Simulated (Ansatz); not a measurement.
# Converging the k-point mesh: Au (Fm-3m, 1 atom in the cell)

```yaml
crystal:
  lattice:
    - [0.00000, 2.03388, 2.03388]
    - [2.03388, 0.00000, 2.03388]
    - [2.03388, 2.03388, 0.00000]
  atoms:
    - { symbol: Au, position: [0.00000, 0.00000, 0.00000] }
```

Level of theory: PBEsol, default PAW files made with PBE (plane waves; Ansatz, a first-principles code).

Base settings: basis.ecutwfc = 420 eV; kpoints.mp_grid.grid = 14 14 14; hamiltonian.xc = pbesol; hamiltonian.pseudopotentials = {kind: paw} (the program's default PAW files); scf.occupations.method = fermi_dirac; scf.occupations.width = 0.1 eV.

The second cell is the first with its lattice scaled by 0.98.

Only quantities that move along the ladder and can be compared are tabulated.

The count of work is k-points × plane waves × bands × iterations; it is no time. 

The starting cell has typed, rounded lattice constants, without a prior relaxation at this level. Its lattice was rescaled by up to half a per cent. Ansatz's pressure includes its estimate of the finite-basis (Pulay) stress.

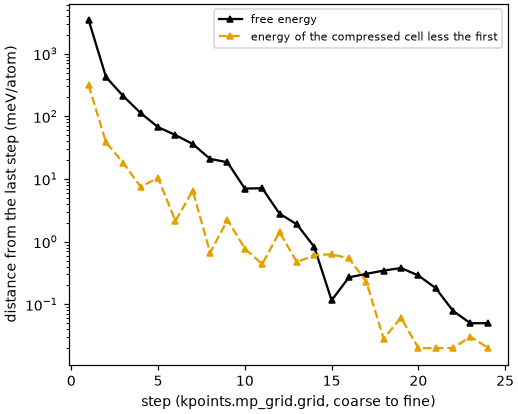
Distance from the last step along the ladder; very small values are drawn at a floor.

| kpoints.mp_grid.grid | free energy less the last step's (meV/atom) | energy of the compressed cell less the first (meV/atom) | pressure (GPa) | count of work / last |
|---|---|---|---|---|
| 2 2 2 | 3433.89 | 365.39 | 50.41 | 0.0016 |
| 3 3 3 | -424.02 | 12.62 | -3.86 | 0.0016 |
| 4 4 4 | 209.76 | 69.05 | 4.76 | 0.0033 |
| 5 5 5 | -112.89 | 43.59 | 0.93 | 0.0041 |
| 6 6 6 | 67.32 | 61.53 | 3.48 | 0.0065 |
| 7 7 7 | -50.32 | 48.98 | 1.70 | 0.0081 |
| 8 8 8 | 36.18 | 57.63 | 2.97 | 0.012 |
| 9 9 9 | -20.97 | 50.46 | 1.91 | 0.014 |
| 10 10 10 | 18.49 | 53.35 | 2.40 | 0.019 |
| 11 11 11 | -7.04 | 50.35 | 1.90 | 0.023 |
| 12 12 12 | 7.13 | 51.56 | 2.07 | 0.029 |
| 13 13 13 | -2.80 | 49.70 | 1.79 | 0.034 |
| 14 14 14 | 1.89 | 51.60 | 2.04 | 0.042 |
| 15 15 15 | -0.83 | 50.51 | 1.92 | 0.049 |
| 16 16 16 | 0.12 | 51.75 | 2.07 | 0.059 |
| 18 18 18 | -0.27 | 51.67 | 2.09 | 0.079 |
| 20 20 20 | -0.31 | 51.36 | 2.05 | 0.10 |
| 22 22 22 | -0.35 | 51.15 | 2.02 | 0.13 |
| 24 24 24 | -0.38 | 51.19 | 2.02 | 0.17 |
| 27 27 27 | 0.29 | 51.13 | 2.01 | 0.23 |
| 30 30 30 | -0.18 | 51.13 | 2.01 | 0.31 |
| 33 33 33 | 0.08 | 51.13 | 2.01 | 0.39 |
| 37 37 37 | 0.02 | 51.16 | 2.01 | 0.54 |
| 41 41 41 | -0.01 | 51.15 | 2.01 | 0.72 |
| 46 46 46 | 0.00 | 51.13 | 2.01 | 1.0 |

Coarsest kpoints.mp_grid.grid that holds the energy of the compressed cell less the first within 2 meV/atom of the last step, with all finer ones: 11 11 11, at 0.023 of the last step's count of work; the step before is off by 2.2 meV/atom.

Coarsest kpoints.mp_grid.grid that holds the pressure within 0.5 GPa of the last step, with all finer ones: 9 9 9, at 0.014 of the last step's count of work; the step before is off by 0.96 GPa.

Coarsest kpoints.mp_grid.grid that holds the free energy within 5 meV/atom of the last step, with all finer ones: 13 13 13, at 0.034 of the last step's count of work; the step before is off by 7.1 meV/atom.

The energy difference between the two cells stays within 1 meV/atom of the last step's from 14 14 14 on, the total only from 15 15 15 on: much of the error is common to both cells and cancels.

Keys are those of Ansatz 0.2.
